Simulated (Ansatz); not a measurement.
**Converging shifted k-point meshes: Zr (Im-3m, 1 atom in the cell)**

```xyz
1
Lattice="-1.7998 1.7998 1.7998 1.7998 -1.7998 1.7998 1.7998 1.7998 -1.7998" Properties=species:S:1:pos:R:3 pbc="T T T"
Zr     0.0000     0.0000     0.0000
```

Computed with LDA (PW92), PAW files made with PBE (plane waves; Ansatz, a first-principles code).

Base settings: basis.ecutwfc = 30.9 Ry; kpoints.mp_grid.grid = 13 13 13; hamiltonian.xc = lda; hamiltonian.pseudopotentials = {kind: paw} (the program's default PAW files); scf.occupations.method = fermi_dirac; scf.occupations.width = 0.0073 Ry.

In this ladder: kpoints.mp_grid.shift = 0.5 0.5 0.5.

Only quantities that move along the ladder and can be compared are tabulated.

The count of work is k-points × plane waves × bands × iterations; it is no time. 

The starting cell comes from a database of computed structures (which also holds hypothetical and non-ambient phases and stackings), without a prior relaxation at this level. Its lattice was rescaled by up to half a per cent. In the base run, with a pressure of about -8 GPa the cell is away from its equilibrium volume at this level. Ansatz's pressure includes its estimate of the finite-basis (Pulay) stress.

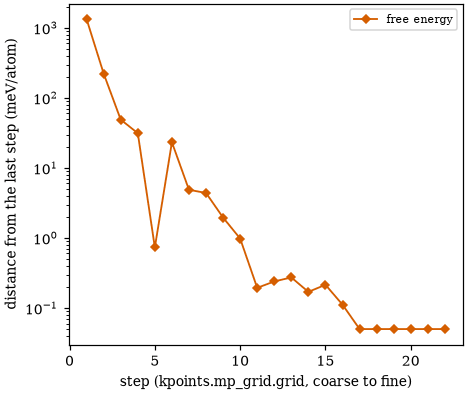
*Distance from the last step along the ladder; very small values are drawn at a floor.*

```csv
kpoints.mp_grid.grid,free energy less the last step's (meV/atom),pressure (GPa),count of work / last
2 2 2,1331.23,12.73,0.0011
3 3 3,222.54,1.27,0.0021
4 4 4,48.95,-8.62,0.0032
5 5 5,31.34,-8.09,0.0053
6 6 6,0.73,-7.70,0.0074
7 7 7,-23.25,-8.68,0.011
8 8 8,-4.88,-8.57,0.014
9 9 9,4.39,-7.78,0.018
10 10 10,1.96,-7.89,0.023
11 11 11,-0.98,-8.14,0.030
12 12 12,0.19,-8.14,0.036
14 14 14,-0.24,-8.05,0.053
15 15 15,-0.27,-8.12,0.063
17 17 17,0.17,-8.05,0.087
18 18 18,-0.21,-8.07,0.10
20 20 20,0.11,-8.07,0.13
23 23 23,-0.01,-8.09,0.19
25 25 25,-0.02,-8.07,0.24
28 28 28,0.01,-8.07,0.33
31 31 31,0.00,-8.08,0.43
34 34 34,0.00,-8.08,0.55
38 38 38,0.00,-8.08,0.76
42 42 42,0.00,-8.08,1.0
```

Coarsest kpoints.mp_grid.grid that holds the free energy within 0.5 meV/atom of the last step, with all finer ones: 12 12 12, at 0.036 of the last step's count of work; the step before is off by 0.98 meV/atom.

Coarsest kpoints.mp_grid.grid that holds the pressure within 1 GPa of the last step, with all finer ones: 4 4 4, at 0.0032 of the last step's count of work; the step before is off by 9.3 GPa.

Keys are those of Ansatz 0.2.
